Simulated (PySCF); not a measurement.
Si(CCH)(OH)2(OMe), SMILES C#C[Si](O)(O)OC at its PBE0/def2-SVP optimised geometry (Å):

```
13

C     -0.8452     1.7027     0.0100
C     -0.4342     0.5567     0.0000
Si     0.1898    -1.1723     0.0000
O     -0.3364    -1.9854    -1.3278
O      1.8339    -1.1723     0.0000
O     -0.3665    -1.9351     1.3398
C     -1.7071    -2.0601     1.7308
H     -1.2088     2.7153     0.0168
H     -0.0056    -1.6957    -2.1825
H      2.2688    -0.6495     0.6796
H     -2.2688    -2.7153     1.0432
H     -2.2179    -1.0812     1.7721
H     -1.7400    -2.5067     2.7359
```

Calculation: PBE0/def2-TZVP run with PySCF. Cells within 0.4 Å of a nucleus heavier than hydrogen are left out (blank, or x).

Map of the electrostatic potential (hartree/e), clipped to [-0.08, 0.12] on the plane z = 0.0 Å:

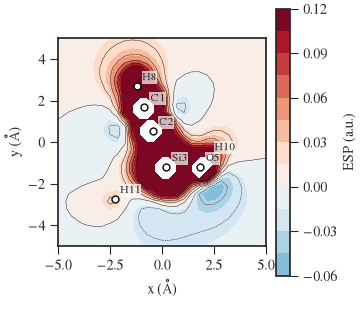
Fig. 1. Electrostatic potential (hartree/e), clipped to [-0.08, 0.12] on the plane z = 0.0 Å.
